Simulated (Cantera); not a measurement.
Input: 1 mol borazine, 7.6 mol H₂O, 1.5 mol H₂, 0.48 mol O₂, equilibrated at 0.728 Torr.

Cantera equilibrium calculation (NASA polynomials, part measured and part estimated; ideal gas, pure solids and liquids). Candidate condensed phases: B, BN, B₂O₃, B₃O₃H₃, H₂O; 39 gas species. The feed counts by its element totals alone. Gases not in the tables: H₃BO₃. The numbers say what is thermodynamically allowed, not how fast it happens.

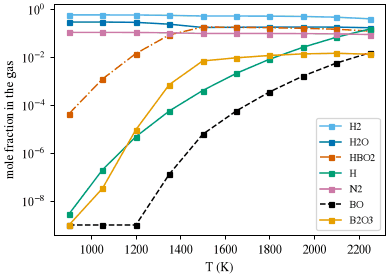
Equilibrium gas composition (values under 1e-9 drawn at 1e-9)

Task: Read off the mole fractions at 2250 K.

Result: H₂ about 0.41, H₂O about 0.17, H about 0.15, HBO₂ about 0.13, N₂ about 0.090, BO about 0.015, B₂O₃ about 0.013.
